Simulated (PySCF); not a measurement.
# CH9NOSi2: geometry, spin-spin couplings

Aim: predict the spin-spin couplings of CH9NOSi2 (`C[Si@H](N)[SiH2]O`).

Programs: PySCF 2.14.0, with density-fitted response routines of our own. Each step states its level of theory. These are calculated values for one molecule in the gas phase, unless marked as measured. Atoms count from 0, in the outputs and in this text.

## Step 1: The starting structure

14 atoms, charge 0, multiplicity 1; geometry from: GFN2-xTB. The atoms were then displaced at random by about 0.01 Å, so the start is not that level's minimum.

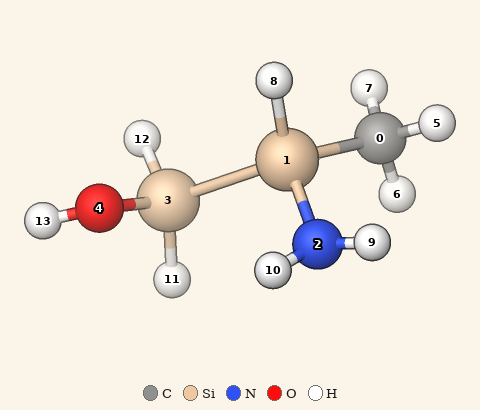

The starting geometry (carbon grey, silicon light orange, nitrogen blue, oxygen red, hydrogen white), atoms numbered.

## Step 2: Geometry optimisation at PBE0-D3(BJ)/def2-SVP

The job: settings as JSON, then the geometry in Å.

```
{"job": {"xc": "PBE0", "basis": "def2-SVP", "d3": "d3bj", "grid": 1, "shake": 0.01, "kind": "geom"}, "charge": 0, "multiplicity": 1}
C     -1.887620    -0.841110     0.099560
Si    -0.413790     0.094960     0.814040
N     -0.665770     1.749690     0.355280
Si     1.609090    -0.592620    -0.109660
O      2.660130     0.277970     0.730030
H     -2.840360    -0.438360     0.514460
H     -1.957620    -0.698580    -0.981670
H     -1.842470    -1.873350     0.302210
H     -0.482500    -0.103170     2.305610
H     -1.540170     2.189190     0.539760
H      0.087570     2.406680     0.549520
H      1.818010    -0.356830    -1.533190
H      1.862450    -2.012360     0.064390
H      3.585900     0.182810     0.621930
```

On the command line:

```console
> OMP_NUM_THREADS=1 python probes_run.py task.json out
```

This one command runs all jobs of the session in turn.

What it wrote:

```text
step   0  E = -751.79333147  max force = 0.035942
step   1  E = -751.80377101  max force = 0.007287
step   2  E = -751.80444271  max force = 0.001851
step   3  E = -751.80457160  max force = 0.000737
step   4  E = -751.80465813  max force = 0.001484
step   5  E = -751.80485725  max force = 0.002477
step   6  E = -751.80502333  max force = 0.002054
step   7  E = -751.80531606  max force = 0.000993
step   8  E = -751.80542197  max force = 0.000767
step   9  E = -751.80547999  max force = 0.001025
step  10  E = -751.80552246  max force = 0.000675
step  11  E = -751.80553883  max force = 0.000613
step  12  E = -751.80554477  max force = 0.000287
optimisation converged
```

It took 78 s on 1 thread of Arm Neoverse V1, shared host; peak memory 0.51 GiB.

Step by step:

| step | energy from step 0 (eV) | largest force component (eV/Å) |
| --- | --- | --- |
| 0 | 0.0000 | 1.8482 |
| 1 | -0.2841 | 0.3747 |
| 2 | -0.3024 | 0.0952 |
| 3 | -0.3059 | 0.0379 |
| 4 | -0.3082 | 0.0763 |
| 5 | -0.3136 | 0.1274 |
| 6 | -0.3182 | 0.1056 |
| 7 | -0.3261 | 0.0511 |
| 8 | -0.3290 | 0.0394 |
| 9 | -0.3306 | 0.0527 |
| 10 | -0.3317 | 0.0347 |
| 11 | -0.3322 | 0.0315 |
| 12 | -0.3323 | 0.0148 |

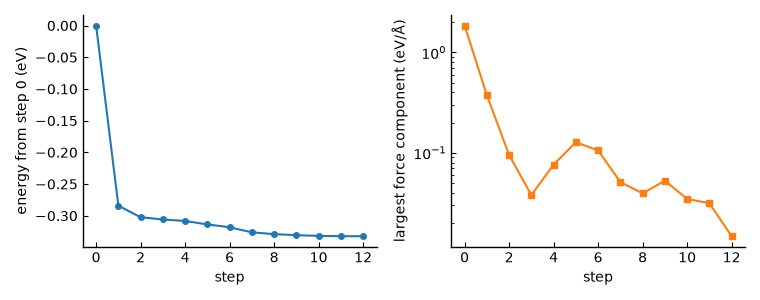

Energy and force, step by step.

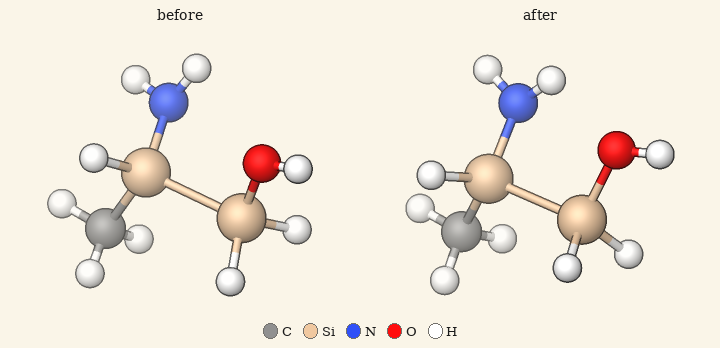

The geometry before (left) and after (right).

Close pairs (by a distance rule), those that changed most:

| bond | before (Å) | after (Å) | change (Å) |
| --- | --- | --- | --- |
| Si3–O4 | 1.602 | 1.684 | +0.081 |
| Si3–H12 | 1.453 | 1.501 | +0.048 |
| C0–H7 | 1.053 | 1.101 | +0.048 |
| Si3–H11 | 1.458 | 1.503 | +0.045 |
| O4–H13 | 0.937 | 0.962 | +0.025 |
| N2–H9 | 0.996 | 1.014 | +0.019 |
| Si1–Si3 | 2.328 | 2.343 | +0.015 |
| C0–H5 | 1.114 | 1.102 | -0.012 |

The next job starts from the end point, and lists it.

| at the end point | value |
| --- | --- |
| point group (found at 0.08 Å tolerance) | C1 |
| rotational constants (GHz, main isotopes) | 4.665, 1.881, 1.470 |
| dipole moment (D) | 0.70 |

## Step 3: J couplings: B3LYP/cc-pVTZ

The job: settings as JSON, then the geometry in Å.

```
{"job": {"kind": "j", "xc": "B3LYP", "basis": "cc-pVTZ"}, "charge": 0, "multiplicity": 1}
C     -1.949719    -0.783227    -0.155289
Si    -0.556618    -0.007132     0.837140
N     -0.474988     1.706095     0.559544
Si     1.573990    -0.662496     0.116351
O      2.516261     0.668543     0.534615
H     -2.924406    -0.383843     0.168647
H     -1.831970    -0.569843    -1.228289
H     -1.975232    -1.874838    -0.011434
H     -0.754512    -0.419298     2.273600
H     -1.214433     2.322367     0.879643
H      0.437677     2.131063     0.698966
H      1.622326    -0.895802    -1.367728
H      2.092773    -1.919239     0.752518
H      3.422054     0.675631     0.211649
```

With the program's defaults for keys left out, this is: B3LYP/cc-pVTZ indirect spin-spin coupling, non-relativistic, gas phase.

What it wrote:

```text
coarse grid: 12064 points
cycle   1  E = -752.5269381241  dE =  2.032e-01  |g| = 9.568e-01  |ddm| = 7.064e+00
cycle   2  E = -752.1684744003  dE =  3.585e-01  |g| = 1.642e+00  |ddm| = 3.443e+00
cycle   3  E = -752.6944042787  dE = -5.259e-01  |g| = 1.544e-01  |ddm| = 2.326e+00
cycle   4  E = -752.6985358118  dE = -4.132e-03  |g| = 7.386e-02  |ddm| = 3.098e-01
cycle   5  E = -752.6997080403  dE = -1.172e-03  |g| = 1.258e-02  |ddm| = 1.233e-01
cycle   6  E = -752.6997418715  dE = -3.383e-05  |g| = 5.884e-03  |ddm| = 2.676e-02
cycle   7  E = -752.6997491535  dE = -7.282e-06  |g| = 8.950e-04  |ddm| = 9.119e-03
final grid: 105608 points
cycle   8  E = -752.6994122858  dE = -4.732e-05  |g| = 5.568e-03  |ddm| = 6.971e-02
cycle   9  E = -752.6994061208  dE =  6.165e-06  |g| = 7.608e-03  |ddm| = 2.191e-02
cycle  10  E = -752.6994192431  dE = -1.312e-05  |g| = 5.473e-04  |ddm| = 1.227e-02
cycle  11  E = -752.6994192913  dE = -4.820e-08  |g| = 3.191e-04  |ddm| = 1.266e-03
cycle  12  E = -752.6994193136  dE = -2.224e-08  |g| = 4.858e-05  |ddm| = 5.003e-04
cycle  13  E = -752.6994193142  dE = -6.412e-10  |g| = 1.474e-05  |ddm| = 1.198e-04
converged SCF energy = -752.6994193142

Indirect spin-spin couplings (Hz)
  i      j    bonds     total        FC       PSO       DSO        SD
  0 C    1 Si   1    -42.933   -43.529     1.996    -0.086    -1.315
  0 C    2 N    2     -3.487    -3.530     0.057     0.011    -0.025
  0 C    3 Si   2     -6.264    -6.422     0.095     0.008     0.055
  0 C    4 O    3     -1.448    -1.494     0.012     0.035         -
  0 C    5 H    1    113.584   111.001     1.966     0.617         -
  0 C    6 H    1    118.080   115.619     1.833     0.628         -
  0 C    7 H    1    115.205   112.636     1.953     0.616         -
  0 C    8 H    2     11.397    11.616    -0.046    -0.174         -
  0 C    9 H    3     -0.435    -0.396     0.107    -0.145         -
  0 C   10 H    3      4.938     5.135     0.290    -0.486         -
  0 C   11 H    3     -0.419    -0.428    -0.022     0.031         -
  0 C   12 H    3      0.805     0.904     0.040    -0.138         -
  0 C   13 H    4      0.641     0.780     0.209    -0.348         -
  1 Si   2 N    1      3.691     5.866    -2.540     0.037     0.327
  1 Si   3 Si   1     93.304    90.674    -0.230     0.053     2.807
  1 Si   4 O    2      9.001     9.008    -0.041     0.002     0.032
  1 Si   5 H    2      7.312     7.294     0.097     0.085    -0.165
  1 Si   6 H    2      6.606     6.465     0.206     0.075    -0.140
  1 Si   7 H    2      1.739     1.660     0.174     0.080    -0.175
  1 Si   8 H    1   -142.417  -142.825     0.689    -0.347     0.066
  1 Si   9 H    2      1.058     0.474     0.343     0.335    -0.095
  1 Si  10 H    2      0.382    -0.415     0.578     0.246    -0.027
  1 Si  11 H    2    -10.297   -10.394     0.076     0.093    -0.073
  1 Si  12 H    2    -16.641   -16.769     0.095     0.107    -0.074
  1 Si  13 H    3     -7.178    -7.321    -0.240     0.391    -0.007
  2 N    3 Si   2      4.264     4.240     0.049     0.001    -0.026
  2 N    4 O    3     -0.594    -0.584    -0.019     0.009     0.000
  2 N    5 H    3     -0.299    -0.304    -0.027     0.019     0.013
  2 N    6 H    3     -0.037    -0.035     0.017     0.002    -0.020
  2 N    7 H    3     -4.900    -5.023    -0.052     0.176    -0.001
  2 N    8 H    2     -0.482    -0.615    -0.017     0.138     0.012
  2 N    9 H    1    -64.156   -60.073    -3.379    -0.300    -0.404
  2 N   10 H    1    -66.441   -62.721    -3.042    -0.326    -0.352
  2 N   11 H    3      0.465     0.440    -0.026     0.043     0.007
  2 N   12 H    3     -2.317    -2.415    -0.058     0.148     0.008
  2 N   13 H    4      0.376     0.367    -0.138     0.144     0.003
  3 Si   4 O    1    -34.935   -30.191    -5.505     0.038     0.724
  3 Si   5 H    3    -13.660   -13.727    -0.110     0.226    -0.049
  3 Si   6 H    3     -1.113    -1.205     0.082    -0.024     0.034
  3 Si   7 H    3      0.014    -0.078     0.060    -0.000     0.033
  3 Si   8 H    2    -18.034   -18.126     0.099     0.080    -0.088
  3 Si   9 H    3     -9.103    -9.248    -0.196     0.328     0.013
  3 Si  10 H    3     -1.241    -1.367     0.167    -0.091     0.050
  3 Si  11 H    1   -144.723  -145.272     0.768    -0.298     0.079
  3 Si  12 H    1   -148.390  -148.961     0.797    -0.286     0.061
  3 Si  13 H    2      5.531     4.738     0.414     0.495    -0.116
  4 O    5 H    4     -2.043    -2.115    -0.072     0.144         -
  4 O    6 H    4      0.167     0.103    -0.030     0.093         -
  4 O    8 H    3      0.415     0.392    -0.039     0.062         -
  4 O    9 H    4      0.576     0.567    -0.133     0.142         -
  4 O   10 H    4      0.187     0.285     0.232    -0.329         -
  4 O   11 H    2     -0.984    -1.111    -0.063     0.190         -
  4 O   12 H    2     -1.772    -1.884    -0.085     0.197         -
  4 O   13 H    1    -61.131   -47.440   -13.295    -0.395         -
  5 H    6 H    2    -11.601   -11.973     2.763    -2.391         -
  5 H    7 H    2    -12.953   -13.341     2.769    -2.381         -
  5 H    8 H    3      1.157     1.266     0.237    -0.346         -
  5 H   10 H    4     -0.717    -0.304     1.326    -1.739         -
  5 H   11 H    4     -0.612    -0.379     0.675    -0.908         -
  5 H   12 H    4      0.195     0.598     0.651    -1.054         -
  5 H   13 H    5      0.563     0.960     0.931    -1.328         -
  6 H    7 H    2    -11.443   -11.808     2.813    -2.448         -
  6 H    8 H    3      8.118     9.054     1.296    -2.232         -
  6 H   10 H    4     -0.590    -0.279     0.972    -1.283         -
  6 H   11 H    4      0.288    -0.033    -0.531     0.852         -
  6 H   13 H    5     -0.383    -0.046     0.687    -1.024         -
  7 H    8 H    3     -0.339    -0.330     0.158    -0.166         -
  7 H    9 H    4     -0.627    -0.197     1.116    -1.546         -
  7 H   10 H    4      1.139     1.750     1.279    -1.891         -
  7 H   12 H    4     -0.158    -0.133    -0.110     0.084         -
  7 H   13 H    5     -0.438    -0.016     0.805    -1.227         -
  8 H    9 H    3     -0.238     0.068     0.596    -0.902         -
  8 H   10 H    3     -1.778    -1.259     0.846    -1.366         -
  8 H   11 H    3      6.484     7.516     0.643    -1.675         -
  8 H   12 H    3     -1.355    -1.354    -0.031     0.030         -
  8 H   13 H    4     -0.467     0.001     1.181    -1.649         -
  9 H   10 H    2     -6.434    -7.531     5.619    -4.523         -
  9 H   11 H    4     -0.588    -0.184     0.988    -1.392         -
  9 H   12 H    4      1.833     2.485     0.979    -1.631         -
  9 H   13 H    5     -0.558    -0.290     1.516    -1.784         -
 10 H   12 H    4     -0.719     0.013     0.511    -1.242         -
 11 H   12 H    2     10.849    11.757     0.574    -1.482         -
 11 H   13 H    3      0.145     0.337     0.555    -0.746         -
 12 H   13 H    3     -1.054    -0.702     0.855    -1.207         -
```

Wall time 74 s (1 thread of Arm Neoverse V1, shared host); peak memory 1.1 GiB.

This basis has no tight s functions, so the Fermi-contact terms are rough.

Couplings of 1 Hz or more over one to four bonds, nine at most for each number, with means over like pairs (isotopes 13C, 1H, 15N, 17O, 29Si):

| pair | bonds | J (Hz) | Fermi contact (Hz) | dihedral (°) |
| --- | --- | --- | --- | --- |
| Si3–H12 | 1 | -148.4 | -149.0 | – |
| Si3–H11 | 1 | -144.7 | -145.3 | – |
| Si1–H8 | 1 | -142.4 | -142.8 | – |
| C0–H5 | 1 | 115.6 | 113.1 | – |
| Si1–Si3 | 1 | 93.3 | 90.7 | – |
| N2–H9 | 1 | -65.3 | -61.4 | – |
| O4–H13 | 1 | -61.1 | -47.4 | – |
| C0–Si1 | 1 | -42.9 | -43.5 | – |
| Si3–O4 | 1 | -34.9 | -30.2 | – |
| Si3–H8 | 2 | -18.0 | -18.1 | – |
| Si1–H12 | 2 | -16.6 | -16.8 | – |
| H5–H6 | 2 | -12.0 | -12.4 | – |
| C0–H8 | 2 | 11.4 | 11.6 | – |
| H11–H12 | 2 | 10.8 | 11.8 | – |
| Si1–H11 | 2 | -10.3 | -10.4 | – |
| Si1–O4 | 2 | 9.0 | 9.0 | – |
| H9–H10 | 2 | -6.4 | -7.5 | – |
| C0–Si3 | 2 | -6.3 | -6.4 | – |
| Si1–H13 | 3 | -7.2 | -7.3 | -171 |
| H8–H11 | 3 | 6.5 | 7.5 | 153 |
| Si3–H9 | 3 | -5.2 | -5.3 | – |
| Si3–H5 | 3 | -4.9 | -5.0 | – |
| H5–H8 | 3 | 3.0 | 3.3 | – |
| N2–H12 | 3 | -2.3 | -2.4 | 154 |
| C0–H9 | 3 | 2.3 | 2.4 | – |
| N2–H5 | 3 | -1.7 | -1.8 | – |
| C0–O4 | 3 | -1.4 | -1.5 | 152 |

Means hide unlike values in this fixed geometry: Si3–H9 from -9.1 to -1.2 Hz; Si3–H5 from -13.7 to 0.0 Hz; H5–H8 from -0.3 to 8.1 Hz. They hold only if the pairs exchange fast.

The spin-dipole term was solved for some atoms only; pairs without it lack that part.

The response was solved for the nuclei of C, H, N, Si alone, so couplings that need other nuclei can be missing.

Quadrupole couplings from the field gradients of the same density:

| atom | isotope | eQq/h (MHz) | η |
| --- | --- | --- | --- |
| O4 | 17O | -8.510 | 0.66 |
| N2 | 14N | -4.225 | 0.31 |

## Step 4: Indirect couplings: B3LYP/6-31G*

Settings changed since step 3:

```diff
@@ -1,2 +1,2 @@
-{"job": {"kind": "j", "xc": "B3LYP", "basis": "cc-pVTZ"}, "charge": 0, "multiplicity": 1}
+{"job": {"kind": "j", "xc": "B3LYP", "basis": "6-31G*"}, "charge": 0, "multiplicity": 1}
 C     -1.949719    -0.783227    -0.155289
```

With the program's defaults for keys left out, this is: B3LYP/6-31G* indirect spin-spin coupling, non-relativistic, gas phase.

What it wrote:

```text
coarse grid: 12064 points
cycle   1  E = -752.4397676802  dE =  2.289e-01  |g| = 8.958e-01  |ddm| = 3.170e+00
cycle   2  E = -752.1450023473  dE =  2.948e-01  |g| = 1.480e+00  |ddm| = 2.199e+00
cycle   3  E = -752.6001078289  dE = -4.551e-01  |g| = 1.323e-01  |ddm| = 1.614e+00
cycle   4  E = -752.6035129545  dE = -3.405e-03  |g| = 5.853e-02  |ddm| = 1.696e-01
cycle   5  E = -752.6043239009  dE = -8.109e-04  |g| = 9.821e-03  |ddm| = 5.906e-02
cycle   6  E = -752.6043462950  dE = -2.239e-05  |g| = 4.438e-03  |ddm| = 1.456e-02
cycle   7  E = -752.6043508331  dE = -4.538e-06  |g| = 5.263e-04  |ddm| = 4.064e-03
final grid: 105608 points
cycle   8  E = -752.5388848020  dE = -1.082e-05  |g| = 5.081e-03  |ddm| = 1.273e-02
cycle   9  E = -752.5388797265  dE =  5.076e-06  |g| = 6.927e-03  |ddm| = 1.074e-02
cycle  10  E = -752.5388912437  dE = -1.152e-05  |g| = 4.809e-04  |ddm| = 6.130e-03
cycle  11  E = -752.5388913013  dE = -5.756e-08  |g| = 1.394e-04  |ddm| = 6.089e-04
cycle  12  E = -752.5388913055  dE = -4.159e-09  |g| = 3.639e-05  |ddm| = 1.456e-04
cycle  13  E = -752.5388913059  dE = -3.959e-10  |g| = 9.175e-06  |ddm| = 5.485e-05
converged SCF energy = -752.5388913059

Indirect spin-spin couplings (Hz)
  i      j    bonds     total        FC       PSO       DSO        SD
  0 C    1 Si   1    -58.331   -58.506     1.421    -0.086    -1.160
  0 C    2 N    2     -3.793    -3.819     0.035     0.011    -0.021
  0 C    3 Si   2     -5.674    -5.760     0.032     0.008     0.046
  0 C    4 O    3     -1.512    -1.549     0.002     0.035         -
  0 C    5 H    1    135.467   133.324     1.461     0.682         -
  0 C    6 H    1    140.354   138.309     1.353     0.692         -
  0 C    7 H    1    136.064   133.919     1.463     0.681         -
  0 C    8 H    2     11.514    11.713    -0.032    -0.168         -
  0 C    9 H    3     -0.560    -0.506     0.088    -0.142         -
  0 C   10 H    3      4.716     4.986     0.213    -0.482         -
  0 C   11 H    3     -0.330    -0.353    -0.010     0.033         -
  0 C   12 H    3      0.679     0.788     0.028    -0.136         -
  0 C   13 H    4      0.620     0.815     0.150    -0.345         -
  1 Si   2 N    1     11.344    13.088    -2.057     0.038     0.276
  1 Si   3 Si   1     98.136    95.722    -0.359     0.053     2.719
  1 Si   4 O    2      8.254     8.237    -0.020     0.001     0.036
  1 Si   5 H    2      7.187     6.998     0.246     0.079    -0.136
  1 Si   6 H    2      6.836     6.639     0.255     0.070    -0.128
  1 Si   7 H    2      2.205     2.177     0.110     0.074    -0.156
  1 Si   8 H    1   -163.523  -163.770     0.952    -0.376    -0.329
  1 Si   9 H    2      1.042     0.221     0.615     0.325    -0.120
  1 Si  10 H    2     -0.734    -1.549     0.640     0.236    -0.061
  1 Si  11 H    2     -8.894    -8.868    -0.050     0.090    -0.066
  1 Si  12 H    2    -14.645   -14.603    -0.069     0.103    -0.077
  1 Si  13 H    3     -6.621    -6.774    -0.233     0.386    -0.000
  2 N    3 Si   2      3.273     3.237     0.055     0.001    -0.019
  2 N    4 O    3     -0.329    -0.313    -0.026     0.009     0.001
  2 N    5 H    3     -0.224    -0.230    -0.025     0.019     0.012
  2 N    6 H    3      0.040     0.045     0.016     0.003    -0.022
  2 N    7 H    3     -4.559    -4.703    -0.031     0.175     0.000
  2 N    8 H    2     -1.512    -1.630    -0.012     0.135    -0.005
  2 N    9 H    1    -72.122   -68.680    -2.762    -0.347    -0.333
  2 N   10 H    1    -74.497   -71.356    -2.476    -0.371    -0.294
  2 N   11 H    3      0.419     0.387    -0.018     0.043     0.007
  2 N   12 H    3     -1.968    -2.080    -0.041     0.147     0.007
  2 N   13 H    4      0.347     0.302    -0.100     0.142     0.003
  3 Si   4 O    1    -23.781   -19.897    -4.488     0.040     0.564
  3 Si   5 H    3    -12.573   -12.575    -0.177     0.224    -0.045
  3 Si   6 H    3     -1.154    -1.092    -0.070    -0.025     0.033
  3 Si   7 H    3     -0.218    -0.139    -0.107    -0.002     0.030
  3 Si   8 H    2    -15.654   -15.571    -0.078     0.077    -0.082
  3 Si   9 H    3     -8.335    -8.463    -0.217     0.325     0.020
  3 Si  10 H    3     -1.144    -1.175     0.066    -0.091     0.055
  3 Si  11 H    1   -165.885  -166.341     1.135    -0.328    -0.351
  3 Si  12 H    1   -169.407  -169.863     1.128    -0.316    -0.356
  3 Si  13 H    2      4.910     3.880     0.700     0.481    -0.151
  4 O    5 H    4     -1.857    -1.958    -0.044     0.144         -
  4 O    6 H    4      0.196     0.122    -0.019     0.093         -
  4 O    7 H    4      0.152     0.038    -0.025     0.139         -
  4 O    8 H    3      0.381     0.338    -0.020     0.063         -
  4 O    9 H    4      0.575     0.500    -0.068     0.143         -
  4 O   10 H    4      0.291     0.382     0.227    -0.318         -
  4 O   11 H    2     -2.145    -2.300    -0.027     0.181         -
  4 O   12 H    2     -2.821    -2.960    -0.050     0.189         -
  4 O   13 H    1    -76.251   -64.164   -11.563    -0.524         -
  5 H    6 H    2    -15.667   -14.949     1.555    -2.273         -
  5 H    7 H    2    -16.856   -16.162     1.567    -2.261         -
  5 H    8 H    3      1.008     1.276     0.049    -0.317         -
  5 H   10 H    4     -1.119    -0.312     0.909    -1.716         -
  5 H   11 H    4     -0.764    -0.315     0.444    -0.894         -
  5 H   13 H    5      0.308     0.986     0.636    -1.315         -
  6 H    7 H    2    -15.271   -14.536     1.593    -2.328         -
  6 H    8 H    3      8.068     9.463     0.803    -2.199         -
  6 H    9 H    4     -0.343    -0.018     0.343    -0.667         -
  6 H   10 H    4     -0.873    -0.260     0.651    -1.263         -
  6 H   11 H    4      0.497     0.017    -0.374     0.854         -
  6 H   12 H    4     -0.305     0.227     0.176    -0.708         -
  6 H   13 H    5     -0.604    -0.053     0.461    -1.012         -
  7 H    8 H    3     -0.475    -0.332    -0.004    -0.138         -
  7 H    9 H    4     -0.945    -0.152     0.732    -1.525         -
  7 H   10 H    4      0.936     1.955     0.851    -1.870         -
  7 H   13 H    5     -0.701    -0.024     0.536    -1.214         -
  8 H    9 H    3     -0.783    -0.169     0.256    -0.870         -
  8 H   10 H    3     -2.420    -1.523     0.435    -1.331         -
  8 H   11 H    3      5.384     6.701     0.334    -1.651         -
  8 H   12 H    3     -1.136    -1.092    -0.091     0.048         -
  8 H   13 H    4     -0.781     0.037     0.807    -1.626         -
  9 H   10 H    2     -8.127    -7.491     3.696    -4.333         -
  9 H   11 H    4     -0.900    -0.193     0.667    -1.374         -
  9 H   12 H    4      1.347     2.324     0.636    -1.613         -
  9 H   13 H    5     -0.958    -0.272     1.073    -1.758         -
 10 H   11 H    4     -0.234     0.160     0.052    -0.447         -
 10 H   12 H    4     -0.942     0.009     0.278    -1.229         -
 10 H   13 H    5     -0.255    -0.097     0.776    -0.934         -
 11 H   12 H    2     11.551    12.873     0.085    -1.406         -
 11 H   13 H    3     -0.288     0.229     0.189    -0.706         -
 12 H   13 H    3     -1.536    -0.787     0.415    -1.164         -
```

Wall time 15 s (1 thread of Arm Neoverse V1, shared host); peak memory 0.57 GiB.

This basis has no tight s functions, so the Fermi-contact terms are rough.

This run: J(Si3,H12) -169.4 Hz, J(Si3,H11) -165.9 Hz, J(Si1,H8) -163.5 Hz (means over like pairs).

## Step 5: Side by side: spin-spin couplings

Couplings (Hz), each a mean over the pairs like the one named, with basis size and wall time:

| run | Si3–H12 | Si3–H11 | Si1–H8 | C0–H5 | Si1–Si3 | N2–H9 | O4–H13 | functions | time |
| --- | --- | --- | --- | --- | --- | --- | --- | --- | --- |
| B3LYP/cc-pVTZ | -148.4 | -144.7 | -142.4 | 115.6 | 93.3 | -65.3 | -61.1 | 284 | 74 s |
| B3LYP/6-31G* | -169.4 | -165.9 | -163.5 | 137.3 | 98.1 | -73.3 | -76.3 | 96 | 15 s |

## Step 6: What came out

```
                                     quantity                        value
                                  point group                           C1
         rotational constants (main isotopes)         4.66, 1.88, 1.47 GHz
largest coupling of the table (B3LYP/cc-pVTZ)  1J(Si,H) Si3–H12, -148.4 Hz
    range of J(Si3,H12), mean over like pairs          -169.4 to -148.4 Hz
```

In words: The start of the PBE0/def2-SVP relaxation was shaken at random by about 0.01 Å, so part of the energy gained, and of the first lengths quoted, undoes that. Over 12 steps the energy fell by 0.332 eV; of the close pairs, Si3–O4 changed most, 1.602 to 1.684 Å. In the run at B3LYP/cc-pVTZ, the largest coupling of the table is Si3–H12, -148.4 Hz, of which the Fermi-contact term gives -149.0 Hz. Couplings across rotatable bonds belong to this one conformer; where others are populated, the observed values are averages. The coupling Si3–H12, as a mean over pairs of its kind, runs from -169.4 Hz (B3LYP/6-31G*) to -148.4 Hz (B3LYP/cc-pVTZ). Couplings from bases without tight functions are rough.
